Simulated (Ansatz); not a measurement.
# Cl2H2O2Sn···HCl: what the fields show

```xyz
9

Sn   -0.1684   -0.1159   -0.0279
O    -0.0753   -0.1949    1.9545
H    -0.9131    0.1380    2.3466
Cl    2.0376   -0.3045   -0.8405
Cl   -1.3345    1.7582   -0.8623
O    -1.2601   -1.6903   -0.6246
H    -1.1008   -2.4303    0.0018
Cl    1.6196    2.6019    1.5440
H     1.2810    1.5147    2.2524
```

Core potentials replace the inner electrons of Sn; not at a stationary point (largest force 0.8 eV/Å).

These are results of RKS BLYP-D4/def2-SVP (Ansatz 0.2.0), not measurements.

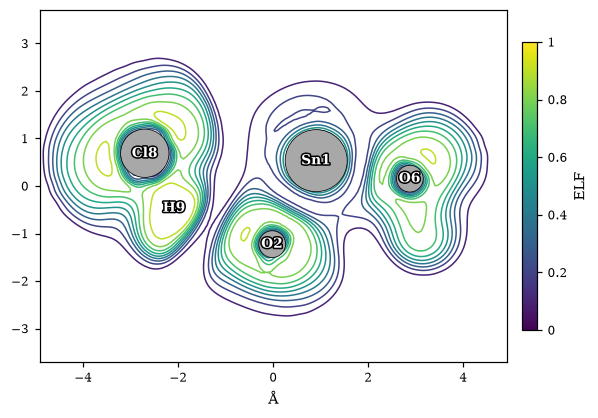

Figure 1. Electron localisation function on the plane of atoms O2, Sn1 and O6. Grey discs cover the atomic cores.

Read the bonding off the picture.

Answer.
- The plane passes through Sn, O, Cl and H nuclei.
- O2···H9 (2.20 Å): the ELF dips to about 0.10 between them.
- Sn–O (1.99 Å): the ELF peaks at about 0.80 in the valence shell of O, 0.6 Å from its nucleus, and drops to about 0.15 between the two atoms.
- Cl–H (1.34 Å): the ELF climbs to about 1 towards the hydrogen, as it does in any bond to H.
- The ELF also peaks beside O2, Cl8 and O6, away from the bonds: lone-pair regions.

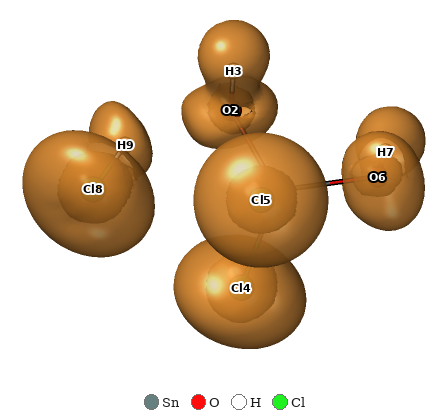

Figure 2. Isosurface of the ELF at 0.75 (orange), seen at a tilt. Only the valence region is drawn (cores and ρ < 0.01 e/Å³ removed).

What do the ELF domains correspond to?

Answer. At this value the surface marks out two regions wrapped around Cl (the valence shell of each), one joined region spread over several atoms (Cl, H), in which their bonds and any lone pairs are merged and two joined regions spread over several atoms (H, O), in which their bonds and any lone pairs are merged.

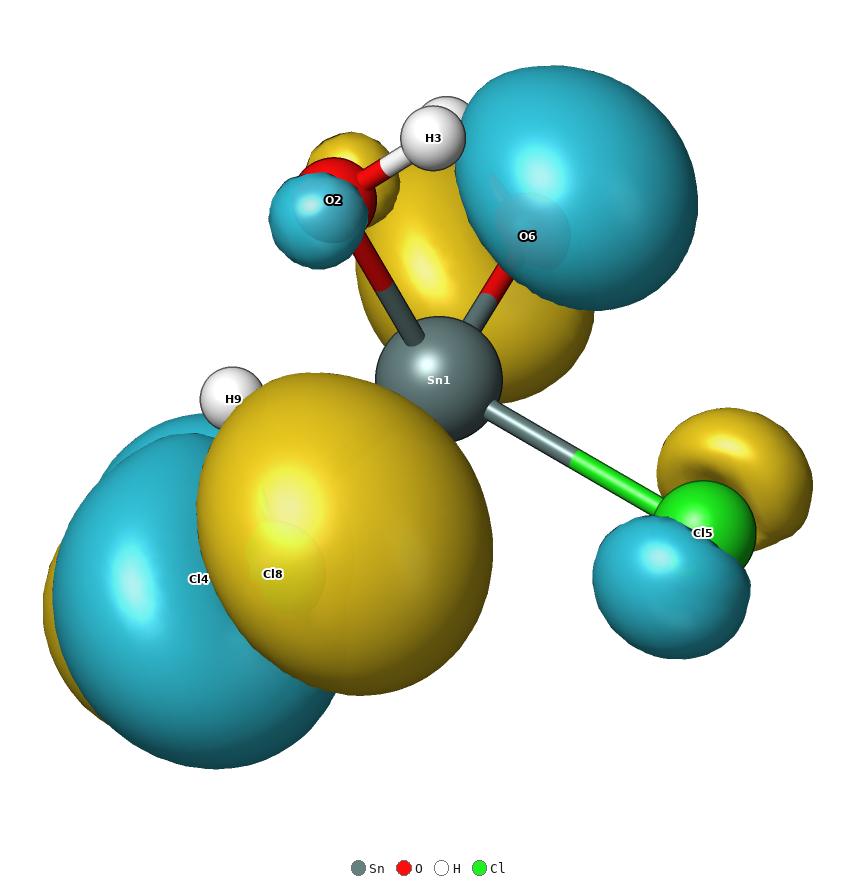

Figure 3. The HOMO at ±0.08 Å⁻³ᐟ² (yellow and cyan are the two phases), seen at an oblique angle.

What is the character of this orbital?

Answer. It lies mainly on Cl8 (about 45 %), O6 (about 25 %) and Cl4 (about 20 %); largely a combination of lone pairs on Cl8, O6 and Cl4. Its energy is −7.11 eV.
